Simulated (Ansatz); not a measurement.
# Tc of Sn (I4_1/amd) from its phonons, part 2 of 2

Each step names its level of theory.

So far, coupling constant λ: step 2 (resistivity: PseudoDojo files, PBE PseudoDojo norm-conserving) 0.880; step 3 (electron–phonon run: finite displacements, PBE) 0.886. Also log mean phonon energy ħω_log (meV): step 2 7.22; step 3 7.19.

In doubt: the program doubts the meshes or the phonons of the coupling sums, which bears on λ, Tc and transport values.

### Step 4. Resistivity: r2SCAN at its own relaxed cell

The functional sets the lattice constant, the bands and the force constants.

This step: DFT r2SCAN, scalar-relativistic, plane waves, PAW; PAW set soft_1 (Ansatz 0.2.0).

input.yaml

```yaml
crystal:
  lattice:
    - [-2.9539118947, 2.9539118947, 1.5824766481]
    - [2.9539118947, -2.9539118947, 1.5824766481]
    - [2.9539118947, 2.9539118947, -1.5824766481]
  atoms:
    - { symbol: Sn, position: [0.75, 0.25, 0.5] }
    - { symbol: Sn, position: [0.0, 0.0, 0.0] }
kpoints:
  mp_grid: { grid: [12, 12, 12] }
hamiltonian:
  xc: r2scan
  pseudopotentials: { kind: paw, azcp: { folder: soft_1 } }
scf:
  occupations: { method: methfessel_paxton, width: 0.2 }
output:
  eigenvalues: true
phonons:
  method: dfpt
  qmesh: [4, 4, 4]
  temperatures: { t_max: 1000, t_step: 50 }
  qpath:
    path:
      - [[0.0, 0.0, 0.0], [0.0, 0.0, 0.5], [-0.5, 0.5, 0.5], [0.0, 0.0, 0.0]]
      - [[0.0, 0.0, 0.5], [0.25, 0.25, 0.25], [0.0, 0.5, 0.0], [0.0, 0.0, 0.0]]
    npoints: 6
  electrical_resistivity:
    mesh: [20, 20, 20]
    temperatures: [20.0, 50.0, 80.0, 100.0, 150.0, 200.0, 273.0, 300.0, 400.0, 500.0, 600.0, 800.0]
  superconductivity: { mesh: [20, 20, 20], eliashberg_equations: false }
```

Run with:

```sh
ansatz run input.yaml --threads 16 --pin off --max-ram 92160MiB --backend cuda --events-out ev --progress --plain --runs-dir out --max-vram 78GiB
```

Numbers of over 12 decimals in the logs are rounded to 6 here.

The log of the run:

```text
[...]
Crystal: 2 atoms, lattice volume = 55.232 Å³
Basis set: ecut = 500 eV, 1381 PW (Γ), exchange–correlation on 180×180×180 points (125 copies of the dense FFT grid, shifted against one another)
Bands: 18, of which v1, the nominal top of the filled ones, is band 14 counted from 1 (13 counted from 0)
Symmetry: 16 space group operations
k-points: 476 of 1728 (irreducible under 2 space group operations, time reversal used)
[...]
SCF iter   2: F=—  HF=-12077.136800 eV  |F-HF|=—  |Δ(HF+E_count)|=   6.68e-2  S|Δr|=    0.00e0  Δρ=1.05e-2  dr2=4.44e-2  dr2_τ=5.75e-4  ethr=3.26e-4  ⟨swp⟩=2.3  Hψ=10158  notcnv=0
[...]
SCF iter  10: F=-12077.160494 eV  HF=-12077.160494 eV  |F-HF|=1.82e-12  |Δ(HF+E_count)|=  5.28e-11  S|Δr|=    0.00e0  Δρ=5.58e-8  dr2=1.24e-12  dr2_τ=1.77e-14  ethr=1.00e-12  ⟨swp⟩=6.1  Hψ=36819  notcnv=0
SCF 1 converged in 10 iterations: F = -12077.160494 eV  dr2 = 1.24e-12
[...]
DFPT response loops at Γ: preconditioner auto → Kerker (q_TF=auto, 2.436 Å⁻¹) (partly filled bands, converged f_vac=0.000); β = 1.00, the filter's whole step (`scf.mixing.beta` (0.50) is not read by the response loops under this deck's `scf.mixing.preconditioner`; to damp them name `kerker` or `kerker_dos`, under which they read `scf.mixing.beta`, and type it under 1.00, their step now; both keys bind the ground state too); Broyden in place of MSR1
[...]
NSCF: frozen V_eff on 163 k-points, pencils in batches of 32, up to order 72
[...]
NSCF: frozen V_eff on 1872 k-points
[...]
SCF 2 converged in 10 iterations: F = -12077.160494 eV  dr2 = 1.23e-12
[...]
SCF converged after 10 iterations
[...]
the resistivity is that of a variational response, whose dependence on the energy is improved iteratively
  at the Fermi level of each mesh (of a tensor a third of its trace):
           mesh   spin    states/(eV spin)  plasma energy (eV)         λ      λ_tr    ħω_log (meV)
       20×20×20                     0.4402              9.1186    0.7508    0.7632           8.992
       10×10×10                     0.4470              9.0194    0.7579    0.7678           9.021
          5×5×5                     0.4740              8.7271    0.7927    0.7982           9.099
  resistivity on the deck's mesh, µΩ·cm:
     T (K)       trace/3  mesh converged            xx            yy            zz    lowest order   relaxation time
     20.00     9.3216e-2              no     6.9768e-2     6.9768e-2     1.4011e-1       1.3507e-1         1.0352e-1
     50.00      1.0691e0              no     8.5814e-1     8.5814e-1      1.4910e0        1.2062e0          1.0824e0
     80.00      2.3582e0              no      1.9515e0      1.9515e0      3.1718e0        2.4917e0          2.3384e0
    100.00      3.1896e0              no      2.6602e0      2.6602e0      4.2485e0        3.3267e0          3.1488e0
    150.00      5.1697e0              no      4.3435e0      4.3435e0      6.8221e0        5.3417e0          5.0842e0
    200.00      7.0798e0              no      5.9622e0      5.9622e0      9.3148e0        7.3006e0          6.9544e0
    273.00      9.8192e0              no      8.2795e0      8.2795e0      1.2898e1        1.0118e1          9.6386e0
    300.00      1.0825e1              no      9.1298e0      9.1298e0      1.4216e1        1.1153e1          1.0625e1
    400.00      1.4537e1              no      1.2265e1      1.2265e1      1.9081e1        1.4974e1          1.4264e1
    500.00      1.8239e1              no      1.5391e1      1.5391e1      2.3937e1        1.8788e1          1.7895e1
    600.00      2.1941e1              no      1.8515e1      1.8515e1      2.8793e1        2.2600e1          2.1526e1
    800.00      2.9346e1              no      2.4765e1      2.4765e1      3.8509e1        3.0229e1          2.8794e1
[...]
not converged in the mesh (λ_tr; the resistivity at 20 K by 6.52 %; the resistivity at 50 K by 4.80 %; the resistivity at 80 K by 4.57 %; the resistivity at 100 K by 4.52 %; the resistivity at 150 K by 4.43 %; the resistivity at 200 K by 4.35 %; the resistivity at 273 K by 4.22 %; the resistivity at 300 K by 4.18 %; the resistivity at 400 K by 3.99 %; the resistivity at 500 K by 3.80 %; the resistivity at 600 K by  [...]
  vibrations of 64 cells: unjudged by the run; compare a larger repeat
[...]
--- Superconductivity: potentials and phonons of a 4×4×4 supercell ---
[...]
mesh         λ    ħω_log (meV)  μ* declared at (meV)
       20×20×20    0.7508           8.992               10.465
       10×10×10    0.7579           9.021               10.483
          5×5×5    0.7927           9.099               10.549
  λ by the species' shares of the modes' patterns: Sn 0.7508
[...]
0.08      4.911         5.134             -             -             -             -              -
      0.10      4.272         4.448             -             -             -             -              -
      0.12      3.664         3.802             -             -             -             -              -
      0.13      3.373         3.494             -             -             -             -              -
      0.14      3.091         3.198             -             -             -             -              -
      0.16      2.557         2.639             -             -             -             -              -
      0.20      1.628         1.673             -             -             -             -              -
[...]
vibrations of 64 cells: unjudged by the run; compare a larger repeat
[...]
```

The job ended after 11 min (1 × NVIDIA GB200 with 16 threads of Arm Neoverse V2, shared host; peak memory 8.9 GiB).

Numbers from this step:

| Property | Result |
| --- | --- |
| volume per atom | 27.62 Å³/atom |
| zero-point energy | 0.03115 eV/cell |
| share of imaginary modes in the plain interpolation between solved wavevectors | 2.00e-4 |
| highest frequency, solved or plainly interpolated | 130.6 cm⁻¹ |
| Debye temperature (second moment) | 166 K |
| resistivity at 300 K | 10.83 μΩ cm, mean of the axes |
| coupling constant λ | 0.7508 |
| density of states at the Fermi level | 0.4402 states/eV a spin and cell |
| log mean phonon energy ħω_log | 8.992 meV |
| transport coupling constant λ_tr | 0.6884, 0.6884, 0.9127 (xx, yy, zz) |
| Drude plasma energy | 9.381, 9.381, 8.57 eV (xx, yy, zz) |
| resistivity times mean free path | 8.177, 8.177, 9.478 × 10⁻¹⁶ Ω m² (xx, yy, zz) |
| second-moment phonon energy ħω₂ | 10.46 meV |
| coupling λ by branch | 0.136, 0.151, 0.149, 0.116, 0.1, 0.0983 (branches by rank of frequency) |

Transition temperatures:

```csv
μ*,McMillan Tc (K),Allen–Dynes Tc (K)
0.08,4.91,5.13
0.1,4.27,4.45
0.12,3.66,3.8
0.13,3.37,3.49
0.14,3.09,3.2
0.16,2.56,2.64
0.2,1.63,1.67
```

The Eliashberg function α²F has structure finer than the step of the table below, so its rows give means over 1 meV, whole bins alone (the curve runs from 0.064 to 16.3 meV). Peaks (meV: height): α²F 8.0: 0.307, 11.3: 0.377, 13.1: 0.612, 14.2: 0.729, 15.1: 0.535; α²F tr 8.0: 0.331, 11.3: 0.414, 13.1: 0.681, 14.2: 0.879.

Eliashberg function α²F against phonon energy; means over each step:

```csv
phonon energy (meV),α²F,α²F tr
1,6.2e-4,1.3e-4
2,0.00414,0.00157
3,0.0148,0.00807
4,0.0737,0.0544
5,0.167,0.146
6,0.216,0.217
7,0.205,0.199
8,0.256,0.262
9,0.178,0.169
10,0.282,0.294
11,0.330,0.350
12,0.270,0.283
13,0.476,0.537
14,0.590,0.694
15,0.459,0.487
```

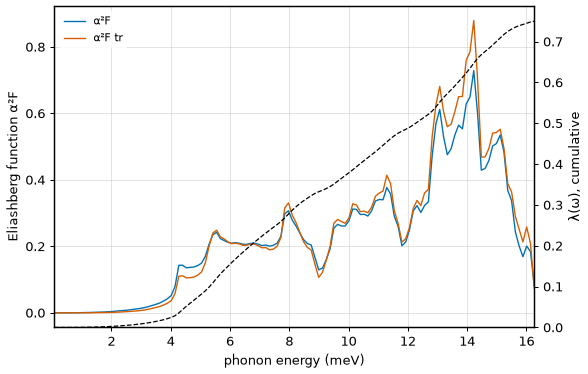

Eliashberg function α²F against phonon energy. The dashed line is the running λ.

### Step 5. Outcome

```json
{
 "meshes": "q 4×4×4, k 12×12×12, scattering 20×20×20",
 "coupling constant λ": "0.751",
 "log mean phonon energy ħω_log": "8.99 meV",
 "Allen–Dynes Tc at μ* = 0.1": "4.45 K",
 "Allen–Dynes Tc at μ* = 0.13": "3.49 K"
}
```

In words: In the last run (r2SCAN, q 4×4×4, k 12×12×12, scattering 20×20×20), with λ = 0.75 and ħω_log = 8.99 meV, Tc at μ* = 0.13 is 3.4 K by McMillan's formula and 3.5 K by Allen and Dynes's. Allen and Dynes's formula meets the measured 3.72 K at μ* near 0.12. Raising μ* from 0.10 to 0.16 lowers the Allen–Dynes value from 4.5 to 2.6 K. The run's transport test calls it not converged in the mesh; ρ(300 K) moves by 4 % in the component that moves most. λ of these runs moves by 1 to 2 % between their two finest meshes, and Tc by more, so small gaps between the runs or to the measured value rank nothing. In 3 of the runs shown, the last among them, the interpolated phonons dip below zero somewhere, which the program warns of. Over the runs, λ takes the values 0.880, 0.886 and 0.751, in the order shown. μ* is a typed number, phonons are harmonic, and spin fluctuations are left out; at μ* = 0.13 McMillan's formula turns 1 % in λ into about 2.6 % in Tc.

Comparison with the measured values:

| quantity | measured | Allen–Dynes, PBE, q 4×4×4, fine 20×20×20, PseudoDojo files | Allen–Dynes, PBE, q 4×4×4, fine 20×20×20, displacements | Allen–Dynes, r2SCAN, q 4×4×4, fine 20×20×20 |
| --- | --- | --- | --- | --- |
| superconducting transition temperature (μ* = 0.13) (kelvin) | 3.72 | 4.11 (+10.5 %) | 4.16 (+11.8 %) | 3.49 (-6.2 %) |

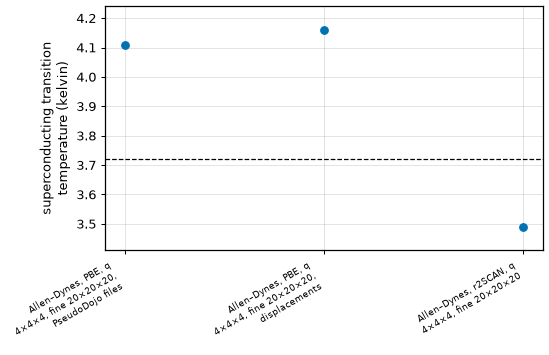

The superconducting transition temperature by level; the dashed line is the measured value.

Measured values from Wikipedia's table of superconducting elements, as read in December (2026).

Verdict: For the superconducting transition temperature, of the levels listed nearest comes Allen–Dynes, r2SCAN, q 4×4×4, fine 20×20×20 (-6.2 %) and farthest Allen–Dynes, PBE, q 4×4×4, fine 20×20×20, displacements (+11.8 %). Limits of convergence are named above.

[Logs are printed without paths, hosts, clocks, repeated set-up lines and the standing remarks that a program may print on its own settings, such as how far it seeks lower states.]

[Hosts, paths, dates, database ids (printed as entryN), source tags and the programs' standing remarks are cut or masked in the printed files.]
